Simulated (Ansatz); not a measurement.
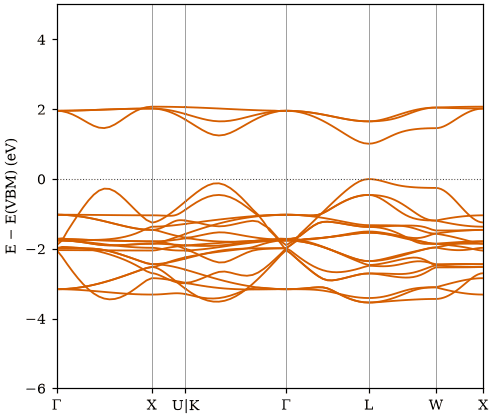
Figure: Band structure from DFT-r²SCAN in the program Ansatz with PAW potentials

Read off the gap and where the band edges lie.

About 1.0 eV (1.01 eV by a search for the band edges); maximum at L, minimum at L.

Pick the material that matches.
A. K2BrCl6F, Fm-3m (K on 8c, Br on 4a, Cl on 24e, F on 4b)
B. Cs2KCoF6, Fm-3m (K on 4b, Cs on 8c, Co on 4a, F on 24e)
C. Cs2AgBiBr6, Fm-3m (Cs on 8c, Ag on 4b, Bi on 4a, Br on 24e)
D. BaSrTi2O6, Fm-3m (Sr on 4a, Ti on 8c, O on 24d, Ba on 4b)

A, K2BrCl6F, Fm-3m (K on 8c, Br on 4a, Cl on 24e, F on 4b)

The workflow started from a Materials Project entry (that database holds measured and hypothetical structures alike); the Crystallography Open Database copy checked does not list it. Whether it is the stable phase at ambient conditions was not checked. The r²SCAN relaxation kept the symmetry of its start; its stability against distortions is not shown here. Spin–orbit coupling is left out wherever it is not named.

Potentials: the later of the program's two PAW sets.
